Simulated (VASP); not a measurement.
Band structure of IrO₂ (relaxed from the fluorite structure, space group Fm-3m). These are PBEsol GGA, VASP's PBE PAW potentials (set 64) (plane waves; VASP) values and carry that method's errors.

Unless said otherwise, spin-orbit coupling is left out, though it shifts the bands of the heavy elements here.

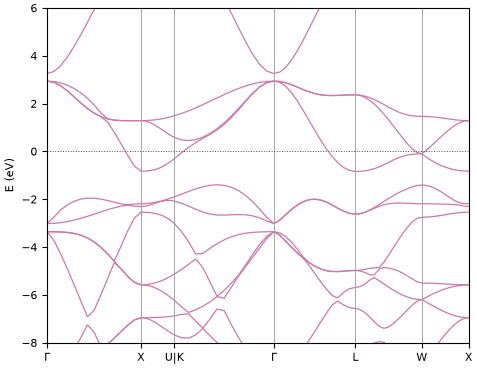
Bands along high-symmetry lines, zero at the valence-band maximum or, without a gap, the Fermi level

Question: Read the plot: is there a gap, and where are the band edges?

Answer: It has no gap at this level: it comes out as a metal or semimetal. (Edges off the drawn lines would not show.)

The structure was generated: IrO2 was put into the fluorite type (Fm-3m), which need not be its known phase. It was relaxed first, which changed the volume by -8 %. The electron count is odd and the run is not spin-polarised, which forces a metal.
